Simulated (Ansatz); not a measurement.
# Zn2C (model cell, started as antifluorite): from the cell to its phonons, part 2 of 2

Aim: the phonons of Zn2C (model cell, started as antifluorite) at a cell relaxed beforehand at this level. After the zone centre comes a 4×4×4 q mesh on a 12×12×12 k mesh.

Ansatz 0.2.0; DFT PBEsol, scalar-relativistic, plane waves, PAW.

So far. Step 2 (Zone-centre response): Before it was imposed, the acoustic sum rule was missed by 3.8e-5 eV/Å². Small misses are needed for a sound result but don't prove that mesh and cutoff are converged. The lowest optical mode is real, 208 cm⁻¹.

The structure was built from a prototype and need not be the compound's stable phase.

### Step 3. Phonons on a q mesh

Stability and thermal properties need the whole zone. Linear response on a 4×4×4 q mesh gives force constants as far as a supercell of that size would.

input.yaml reads:

```yaml
crystal:
  lattice:
    - [0.0, 2.5650471037, 2.5650471037]
    - [2.5650471037, 0.0, 2.5650471037]
    - [2.5650471037, 2.5650471037, 0.0]
  atoms:
    - { symbol: C, position: [0.0, 0.0, 0.0] }
    - { symbol: Zn, position: [0.25, 0.25, 0.25] }
    - { symbol: Zn, position: [0.75, 0.75, 0.75] }
kpoints:
  mp_grid: { grid: [12, 12, 12] }
hamiltonian:
  xc: pbesol
scf:
  occupations: { method: methfessel_paxton, width: 0.15 }
output:
  eigenvalues: true
phonons:
  method: dfpt
  qmesh: [4, 4, 4]
  temperatures: { t_max: 1000, t_step: 50 }
  qpath:
    path:
      - [[0.0, 0.0, 0.0], [0.5, 0.0, 0.5], [0.625, 0.25, 0.625]]
      - [[0.375, 0.375, 0.75], [0.0, 0.0, 0.0], [0.5, 0.5, 0.5], [0.5, 0.25, 0.75], [0.5, 0.0, 0.5]]
    npoints: 10
```

The run is started by

```sh
> ansatz run input.yaml --threads 4 --pin off --max-ram 7168MiB --backend cpu --events-out ev --progress --plain --runs-dir out
```

Numbers of over 12 decimals in the logs are rounded to 6 here.

The log of the run:

```text
Warning: phonons: the dynamical matrix that this run interpolates holds no multipole term above the dipole-dipole one, and a site of this crystal is no centre of inversion, so its interpolated transverse optical and acoustic branches and sound speeds can stay off near Gamma, and the density of states and the thermodynamics with them. What a run solves at a wave vector of phonons.qpoints, Gamma apart, where the deck admits one, is free of this, and under fd what a larger phonons.supercell samples
[...]
Crystal: 3 atoms, lattice volume = 33.753 Å³
Basis set: ecut = 420 eV, 645 PW (Γ), exchange–correlation on 50×50×50 points (8 copies of the dense FFT grid, shifted against one another)
Bands: 18, of which v1, the nominal top of the filled ones, is band 14 counted from 1 (13 counted from 0)
Symmetry: 48 space group operations
k-points: 72 of 1728
[...]
SCF iter   1: F=—  HF=-6806.486476 eV  |F-HF|=—  |Δ(HF+E_count)|=         —  Δρ=8.66e-3  dr2=2.69e-2  ethr=1.77e-3  ⟨swp⟩=5.1  Hψ=5898  notcnv=0
[...]
SCF iter   8: F=-6806.478924 eV  HF=-6806.478924 eV  |F-HF|=0.00e0  |Δ(HF+E_count)|=  1.09e-11  S|Δr|=    0.00e0  Δρ=3.87e-8  dr2=4.20e-13  ethr=1.00e-12  ⟨swp⟩=5.3  Hψ=5748  notcnv=0
SCF 1 converged in 8 iterations: F = -6806.478924 eV  dr2 = 4.20e-13
[...]
iter 1 solved again at ethr=8.99e-8 eV; its pass at ethr=3.10e-3 eV (dr2=2.52e-5 eV) is discarded
SCF iter   1: F=—  HF=-6806.478923 eV  |F-HF|=—  |Δ(HF+E_count)|=         —  Δρ=5.56e-7  dr2=1.42e-10  ethr=8.99e-8  ⟨swp⟩=3.0  Hψ=9631  notcnv=0
eigensolver tolerance schedule: the retry pair's looser diagonalisation over-reported the residual by 177289.63 of it (diagonalisation noise at an unbounded share of the residual, at the tolerance the schedule requests for it); recorded, not acted on — ethr = c·dr2/N_el stays at c = 1.0e-1
[...]
SCF iter   2: F=—  HF=-6806.478924 eV  |F-HF|=—  |Δ(HF+E_count)|=   5.63e-7  S|Δr|=    0.00e0  Δρ=3.92e-7  dr2=7.16e-11  ethr=1.00e-12  ⟨swp⟩=3.3  Hψ=3301  notcnv=0
[...]
SCF iter   4: F=-6806.478924 eV  HF=-6806.478924 eV  |F-HF|=1.00e-11  |Δ(HF+E_count)|=  4.55e-12  S|Δr|=    0.00e0  Δρ=1.39e-7  dr2=9.10e-12  ethr=1.00e-12  ⟨swp⟩=2.3  Hψ=2647  notcnv=0
SCF 2 converged in 4 iterations: F = -6806.478924 eV  dr2 = 9.10e-12
k-points: 163 of 1728 (irreducible under 8 space group operations, time reversal used)
[...]
SCF iter   4: F=-6806.478996 eV  HF=-6806.478996 eV  |F-HF|=2.18e-11  |Δ(HF+E_count)|=  1.60e-10  Δρ=3.00e-7  dr2=3.51e-11  ethr=1.00e-12  ⟨swp⟩=3.5  Hψ=11466  notcnv=0
WARN: a fill by count may have filled part of one level: at k-index 0 the highest filled band, 12.429000 eV, and the lowest empty band, 12.429000 eV, stand 3.553e-15 eV apart, within the solve's uncertainty, 1.000e-5 eV. If they are one level, whatever splits it, however little, can move the result. A smearing (`scf.occupations.method` with a `width`) well over the split that the run's distortions make, where the dec [...]
SCF 3 converged in 4 iterations: F = -6806.478996 eV  dr2 = 3.51e-11
NSCF: frozen V_eff on 28 k-points
phonons: the run's symmetry doesn't show that the Born effective charges vanish, and it interpolates frequencies without the dipole-dipole term. In a polar insulator or semiconductor they then lack LO-TO splitting, and the branches near Gamma, sound speeds, density of states, thermodynamics and thermal conductivity can be off. Where the input admits it, phonons.dielectric: true or phonons.non_analytic_term supplies t [...]
[...]
DFPT response loops at q = (0, 0, 0) (fractional): preconditioner auto → Kerker (q_TF=auto, 2.645 Å⁻¹) (partly filled bands, converged f_vac=0.001); β = 1.00, the filter's whole step (`scf.mixing.beta` (0.50) is not read by the response loops under this deck's `scf.mixing.preconditioner`; to damp them name `kerker` or `kerker_dos`, under which they read `scf.mixing.beta`, and type it under 1.00, their step now; both keys bind the ground state too); Broyden in place of MSR1
[...]
SCF converged after 8 iterations
[...]
Free energy (F): -6806.478924 eV
[...]
Internal energy: -6806.479067 eV  (E = F + TS)
E sigma→0 (E₀):  -6806.478960 eV
Entropy (-TS):   0.000143 eV (0.048 meV/atom)
Fermi energy:    12.440433 eV
[...]
--- Band table (eV; the first three rows and the last of 72) ---
  k-point 0: bands = [... 10 lower, 5.5978, 12.3710, 12.4291, 12.4291, 12.4291, 16.5488, 16.5488, 16.5488]
  k-point 1: bands = [... 10 lower, 5.5590, 11.3433, 12.3030, 12.3030, 13.1114, 16.4574, 16.7611, 16.7611]
  k-point 2: bands = [... 10 lower, 5.4478, 10.0027, 12.0155, 12.0155, 13.4523, 16.5296, 17.2360, 17.2360]
  k-point 71: bands = [... 10 lower, 5.6647, 7.3367, 7.4351, 7.4351, 16.3353, 17.7091, 17.7139, 17.7139]
--- Phonons (Γ-DFPT): 2 representative perturbations + reference (Σ response iterations 7) ---
  ASR residual: 3.740e-5 → 0.000e0 eV/Å²; symmetrization residual: 5.653e-7 eV/Å²
  ASR residual per site (eV/Å²): 3.74e-5 4.25e-6 4.25e-6
  Γ frequencies (cm⁻¹): 0.00 0.00 0.00 208.38 208.38 208.38 263.54 263.54 263.54
--- Phonons (arbitrary-q DFPT): 8 irreducible q on the 4×4×4 mesh ---
  q = [0.0000, 0.0000, 0.0000] (star 1, of the zone-centre solve; hermiticity 1.91e-7, symmetrization 9.95e-13): -0.00 -0.00 0.00 208.38 208.38 208.38 263.54 263.54 263.54
  q = [0.0000, 0.0000, 0.2500] (star 8, 2 solved perturbations on 936 of 1728 k-point pairs; hermiticity 2.41e-7, symmetrization 7.68e-13): 88.36 88.36 145.12 192.27 192.27 205.06 314.04 314.04 495.03
[...]
q = [0.0000, 0.2500, 0.2500] (star 6, 4 solved perturbations in 1608 linear systems a pass and spin channel, the states on 510 of 1728 k-point pairs; hermiticity 2.00e-7, symmetrization 9.85e-14): 54.64 54.64 152.51 197.67 207.00 207.00 357.76 357.76 499.71
[...]
sum rule: each row above includes the acoustic sum rule's correction from the zone centre's row sums; it moved no ω² by more than (0.92 cm⁻¹)²
  mesh force constants: q→R imaginary residual 7.77e-18; ASR residual 3.740e-5 → 0.000e0 eV/Å²; symmetrization residual 6.217e-15 eV/Å²
  interpolated dispersion: 62 rows × 9 modes
  density of states and harmonic sums: on the 24×24×24 q-mesh, interpolated from the force constants of a 4×4×4 supercell (no non-analytic term)
  largest difference from the sums on the solved wave vectors: F 9.91e-3 eV, S 1.39e-5 and C_V 4.02e-6 eV/K
  zero-point energy: 0.135884 eV/cell   skipped modes (ω ≤ 0): 3   left out of the sums: 2.41e-5 of the cell's modes: C_V's classical limit lies that fraction below 3 k_B per atom; for a crystal, a wire or a layer, F and S can be off by more, and a phonons.interpolated_qmesh denser along its periods is the remedy for the sampling
```

It took 2.3 min on 4 threads of AMD EPYC 9R45, shared host; peak memory 3 GiB.

This step gave:

| Quantity | Value |
| --- | --- |
| sum-rule residual before enforcement | 3.74e-5 eV/Å² |
| lowest frequency on the path | 0 cm⁻¹ |
| highest frequency on the path or at a solved wavevector | 522.6 cm⁻¹ |
| mean frequency | 243.6 cm⁻¹ |
| Debye temperature (second moment) | 522 K |
| logarithmic mean frequency | 201.4 cm⁻¹ |
| lowest mode on the q mesh (acoustic modes at Γ apart) | 38.03 cm⁻¹ |
| zero-point energy per atom | 45.29 meV |
| heat capacity at 300 K | 21.75 J/(mol atoms K) |
| vibrational entropy at 300 K | 27.54 J/(mol atoms K) |

Frequencies (cm⁻¹) solved at each irreducible wavevector; negative means imaginary. Frequencies by wavevector, by row:

```csv
q in reciprocal lattice units,star,mode 1,mode 2,mode 3,mode 4,mode 5,mode 6,mode 7,mode 8,mode 9
0 0 0,1,0,0,0,208.4,208.4,208.4,263.5,263.5,263.5
0 0 0.25,8,88.4,88.4,145.1,192.3,192.3,205.1,314,314,495
0 0 -0.5,4,132.3,132.3,165,165,174.1,228.7,334.5,334.5,504.5
0 0.25 0.25,6,54.6,54.6,152.5,197.7,207,207,357.8,357.8,499.7
0 0.25 -0.5,24,93.5,94.7,108.8,192.4,208.9,243.4,374.3,441.3,497.8
0 0.25 -0.25,12,58.6,149.3,155.1,161.3,195.4,226.9,354.5,440.1,494.9
0 -0.5 -0.5,3,38,65.5,65.5,201.7,201.7,282.9,391.3,391.3,507.9
0.25 -0.5 -0.25,6,50.5,59.3,159.2,159.2,232.8,251.6,431.9,474.8,474.8
```

Interpolated from a 4×4×4 q mesh. The phonon branches at the labelled points (cm⁻¹):

```csv
point,branch 1,branch 2,branch 3,branch 4,branch 5,branch 6,branch 7,branch 8,branch 9
Γ,0,0,0,208,208,208,264,264,264
X,38,65,65,202,202,283,391,391,508
U,47,102,102,191,210,261,387,465,495
jump to K,47,102,102,191,210,261,387,465,495
Γ,0,0,0,208,208,208,264,264,264
L,132,132,165,165,174,229,334,334,504
W,50,59,159,159,233,252,432,475,475
X,38,65,65,202,202,283,391,391,508
```

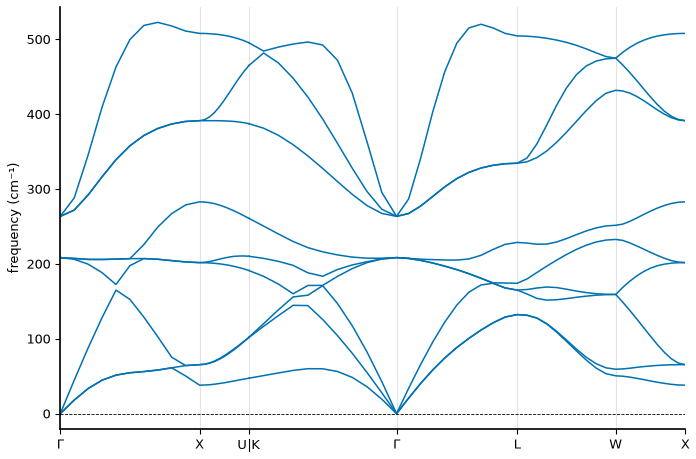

Phonon branches along the path.

The phonon density of states has structure finer than the step of the table below, so its rows give means over 25 cm⁻¹, whole bins alone (the curve runs from 2.5 to 522 cm⁻¹). Peaks (cm⁻¹: height): 62.5: 0.0440, 207.5: 0.0735, 392.5: 0.0220, 502.5: 0.0404.

Tetrahedra on a 24×24×24 mesh, mean over bins of 5 cm-1. Interpolated from a 4×4×4 q mesh. The phonon density of states by wavenumber; means over each step:

```csv
wavenumber (cm⁻¹),phonon density of states (1/cm⁻¹/cell)
25,6.0e-4
50,0.0179
75,0.0305
100,0.0232
125,0.0242
150,0.0217
175,0.0287
200,0.0497
225,0.0281
250,0.0122
275,0.00409
300,0.00271
325,0.00735
350,0.0143
375,0.0175
400,0.0166
425,0.0102
450,0.00913
475,0.00743
500,0.0309
```

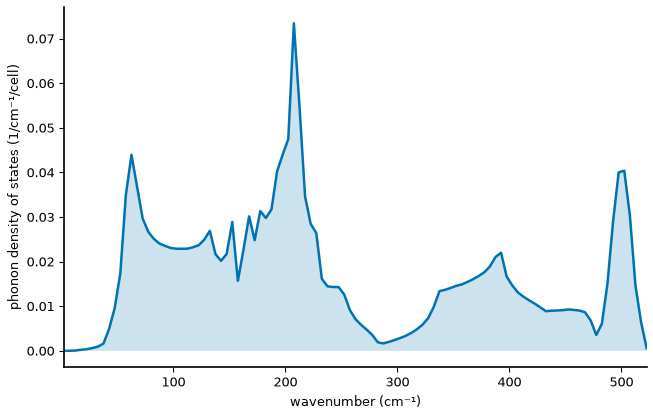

Phonon density of states against wavenumber.

The partial phonon density of states has structure finer than the step of the table below, so its rows give means over 50 cm⁻¹, whole bins alone (the curve runs from -10 to 547 cm⁻¹). Peaks (cm⁻¹: height): C 389.5: 0.0215, 501.6: 0.0370; Zn 63.6: 0.0393, 207.3: 0.0609.

Phonopy on the run's constants, 19x19x19 mesh, Gaussian sigma 4.0 cm-1. Interpolated from a 4×4×4 q mesh. Table of partial phonon density of states by wavenumber; means over each step; values in 1/cm⁻¹/cell:

```csv
wavenumber (cm⁻¹),C,Zn
50,2.1e-4,0.0178
100,3.4e-4,0.0235
150,4.5e-4,0.0235
200,0.00107,0.0402
250,3.4e-4,0.0122
300,0.00285,6.2e-4
350,0.0128,7.8e-4
400,0.0150,6.9e-4
450,0.00858,2.1e-4
500,0.0183,3.8e-4
```

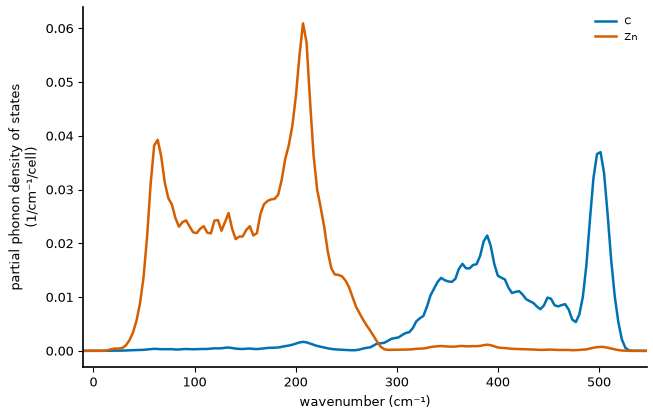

Partial phonon density of states against wavenumber.

Harmonic thermodynamic functions per atom, from the density of states. Interpolated from a 4×4×4 q mesh. Thermodynamic functions, by row:

```csv
T (K),F_vib (meV/atom),S (J/mol-atom/K),C_V (J/mol-atom/K)
0,45.29,0,0
50,44.89,2.633,5.256
100,42.04,8.468,11.92
200,27.45,19.25,18.94
300,3.01,27.54,21.75
400,-29,34,23.02
500,-67.03,39.21,23.67
600,-110,43.56,24.04
700,-157.1,47.28,24.27
800,-207.8,50.54,24.43
900,-261.7,53.42,24.53
1000,-318.5,56.01,24.61
```

Harmonic mean-square displacement, third of the trace. Interpolated from a 4×4×4 q mesh. Mean square displacements, by row:

```csv
T (K),C1 U_eq (Å²),Zn2 U_eq (Å²),Zn3 U_eq (Å²)
0,0.00366,0.00206,0.00206
100,0.00398,0.00359,0.00359
300,0.00614,0.00929,0.00929
600,0.01073,0.01827,0.01827
```

Symmetry leaves 8 wavevectors to solve. The lowest mode among them, the acoustic zeros apart, lies at q = (0, -0.5, -0.5) and is real, 38.0 cm⁻¹.

### Step 4. Another isotope, element C, natural mass 12.011 amu

An isotope changes the mass and not the force constants, so no new electronic calculation is needed; the shifts show which modes move this element.

The same force constants with the mass of C changed from 12.011 to 13.003 u (phonopy, no LO-TO term). Both lists are sorted by frequency; levels can cross, so a row need not hold one and the same mode. Modes under 3 cm⁻¹ are left out. Isotope shifts, by row:

```csv
q,rank,natural mass (cm⁻¹),changed mass (cm⁻¹)
0 0 0,4,208.4,208.4
0 0 0,5,208.4,208.4
0 0 0,6,208.4,208.4
0 0 0,7,263.5,254.2
0 0 0,8,263.5,254.2
0 0 0,9,263.5,254.2
0 0 0.25,1,88.36,88.16
0 0 0.25,2,88.36,88.16
0 0 0.25,3,145.1,145
0 0 0.25,4,192.3,192.2
0 0 0.25,5,192.3,192.2
0 0 0.25,6,205.1,204.9
0 0 0.25,7,314,302.6
0 0 0.25,8,314,302.6
0 0 0.25,9,495,476.7
0 0 -0.5,1,132.3,131.9
0 0 -0.5,2,132.3,131.9
0 0 -0.5,3,165,165
0 0 -0.5,4,165,165
0 0 -0.5,5,174.1,174.1
0 0 -0.5,6,228.7,228.7
0 0 -0.5,7,334.5,322.6
0 0 -0.5,8,334.5,322.6
0 0 -0.5,9,504.5,484.9
0 0.25 0.25,1,54.64,54.59
0 0.25 0.25,2,54.64,54.59
0 0.25 0.25,3,152.5,152.5
0 0.25 0.25,4,197.7,197.2
0 0.25 0.25,5,207,206.7
0 0.25 0.25,6,207,206.7
0 0.25 0.25,7,357.8,344.6
0 0.25 0.25,8,357.8,344.6
0 0.25 0.25,9,499.7,481.3
```

A mode of this element alone would shift by -3.89 %. The highest zone-centre frequency without the field goes from 263.5 to 254.2 cm⁻¹ (-3.6 %). The product of the frequency ratios over all optical modes at Γ is 0.897; the product rule, (m/m′)^(3k/2) (M′/M)^(3/2) with k = 1 such atoms and M the mass of the cell, gives 0.897.

### Step 5. Another isotope, element Zn, natural mass 65.38 amu

The same for Zn, from 65.38 to 67.92 u.

A mode of this element alone would shift by -1.89 %. The highest zone-centre frequency without the field goes from 263.5 to 263.1 cm⁻¹ (-0.2 %). The product of the frequency ratios over all optical modes at Γ is 0.940; the product rule, (m/m′)^(3k/2) (M′/M)^(3/2) with k = 2 such atoms and M the mass of the cell, gives 0.940.

### Step 6. What came out

| Item | Value |
| --- | --- |
| space group (within 0.01 Å) | Fm-3m |
| volume per atom | 11.3 Å³ |
| electronic character | no gap on this mesh |
| highest optical mode at the zone centre (no LO-TO term) | 264 cm⁻¹ |
| lowest optical zone-centre mode | 208 cm⁻¹ |
| lowest mode on the q mesh (acoustic modes at Γ apart) | 38.0 cm⁻¹ |
| highest frequency on the path or at a solved wavevector | 523 cm⁻¹ |
| zero-point energy per atom | 45.3 meV |
| heat capacity at 300 K | 21.8 J/(mol atoms K) |
| vibrational entropy at 300 K | 27.5 J/(mol atoms K) |
| Debye temperature (second moment) | 522 K |
| imaginary modes on the 4×4×4 q mesh | none |

In words: The structure is a minimum as far as tested: no mode is imaginary at the 8 irreducible wavevectors of the 4×4×4 mesh, and the softest away from the acoustic zeros lies at 38 cm⁻¹. The optical modes at Γ span 208 to 264 cm⁻¹. The highest mode in this list at Γ, 263.5 cm⁻¹, is mostly motion of C (92 % of the kinetic energy). With no gap, or one that is small against the smearing, the frequencies hang on the k mesh and the smearing, most of all near Kohn anomalies. The starting cell was built on a prototype and not taken from a measurement, so the phase need not exist. These are harmonic frequencies at zero temperature: anharmonic shifts, linewidths and thermal expansion are left out.

[Logs are printed without paths, hosts, clocks, repeated set-up lines and the standing remarks that a program may print on its own settings, such as how far it seeks lower states.]

[Hosts, paths, dates, database ids (printed as entryN), source tags and the programs' standing remarks are cut or masked in the printed files.]
